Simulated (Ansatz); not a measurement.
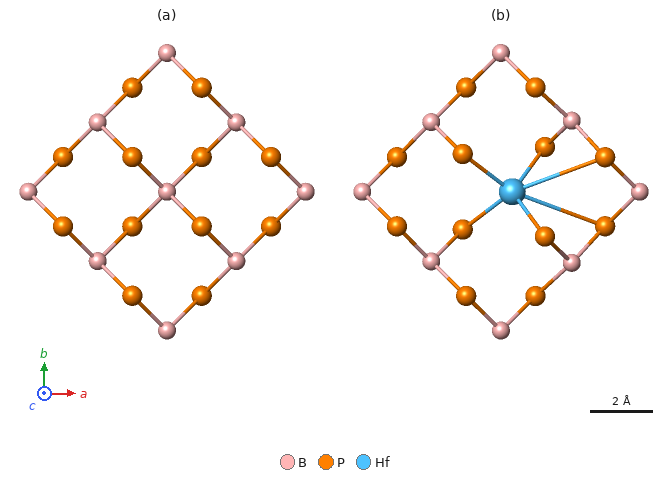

Left: perfect BP. Right: the same region with one point defect, after relaxing the atoms in a supercell of 54 sites. A ball-and-stick model of the atoms within 4.6 Å of one point, in a slice 4.2 Å thick across the line of sight, seen along the c axis.

Computed with Ansatz 0.2.0, DFT, PBE, plane-wave PAW, default files, scalar-relativistic. (plane-wave cutoff 420 eV; k-point mesh 3 × 3 × 3; occupations fermi dirac; smearing width 0.01 eV; collinear spin) The axes drawn are those of the host's conventional cell.

Q: Which defect is it?

A: A boron atom is replaced by hafnium.

The charge state of the cell is 0.

Q: What does the relaxation do around it?

A: In the host the B atom has 4 P at 1.97 Å; the Hf atom ends with 4 P at 2.33 to 2.38 Å. Of the host's atoms, a phosphorus atom moves furthest from its site, by 0.56 Å. The Hf atom itself moves 0.37 Å from where it was put. The cell ends without a net magnetic moment.
